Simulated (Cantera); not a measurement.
Charge: 1 mol Pb, 0.051 mol CO, 0.4 mol N₂, at 1 atm.

Method: chemical equilibrium by Gibbs-energy minimisation in Cantera with the NASA 1993 tables (ideal gas, pure condensed phases). Candidate condensed phases: C, Pb, PbO, PbO₂, Pb₃O₄; 27 gas species. The numbers say what is thermodynamically allowed, not how fast it happens.

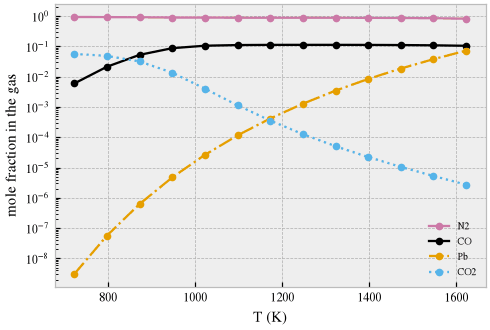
Figure. Equilibrium gas composition (values under 1e-9 drawn at 1e-9)

From 723 K to 1398 K the condensed part is C(graphite) + Pb(l). From 1473 K to 1623 K the condensed part is Pb(l).
